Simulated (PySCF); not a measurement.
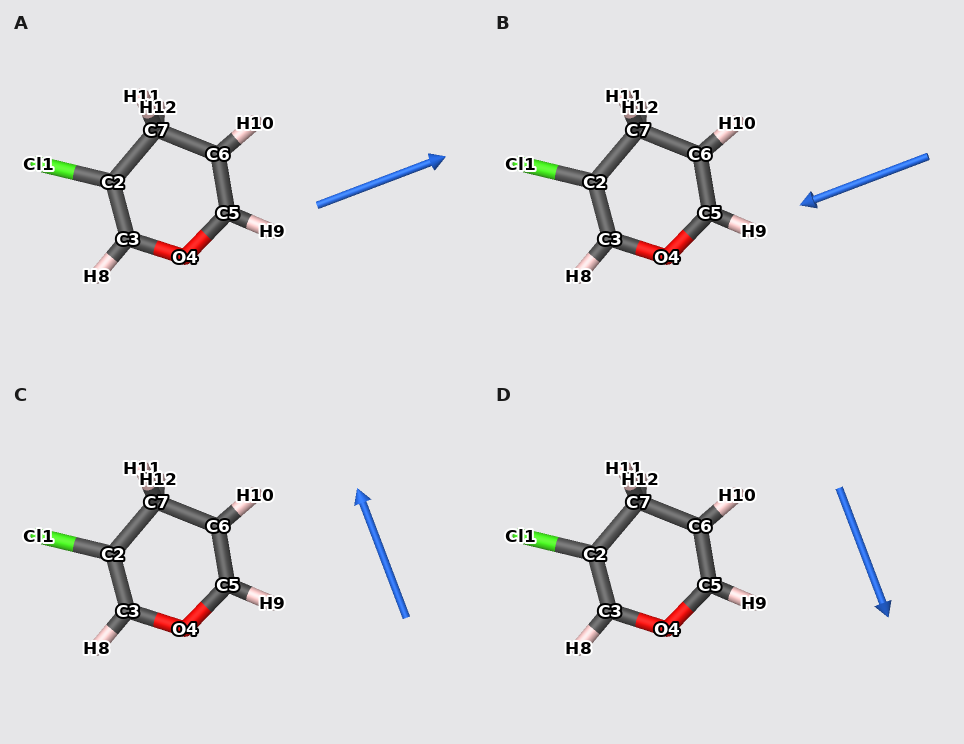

The same molecule four times, each with an arrow. Computed geometry: GFN2-xTB optimisation. No frequency run is at hand to confirm it as a minimum. Properties computed with CAM-B3LYP/def2-SVPD, gas phase (PySCF 2.14.0).

### Which arrow points along the dipole moment, from the negative to the positive end?

A. The dipole moment is 1.60 D; it points from the side of Cl1 to the side of H10 (the outermost atoms at the two ends).
